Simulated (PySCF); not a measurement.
Vertical excitations of a molecule C5H7F from TDA-PBE/def2-SVPD (PySCF), as energy in eV (oscillator strength): 6.29 (0.031), 6.39 (0.004), 6.45 (0.012), 6.74 (0.052), 6.84 (0.051), 7.33 (0.181), 7.52 (0.019), 7.62 (0.009), 7.72 (0.001), 7.72 (0.001). Lowest triplet (TDA): 4.16 eV. Geometry optimised at PBE-D3(BJ)/def2-SVP. The values are those of a single conformer.

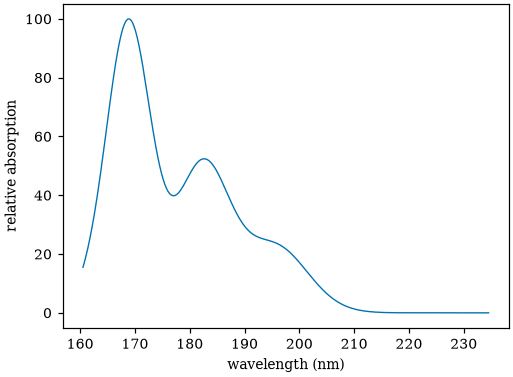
Figure: The lines broadened by 0.4 eV.

### Question
Pick the molecule that these values belong to.
A. C[C@@]1(F)C=CC1
B. CC1=CC[C@@H]1F
C. C=C=C(F)CC
D. C=C/C(F)=C\C

### Answer
B, CC1=CC[C@@H]1F
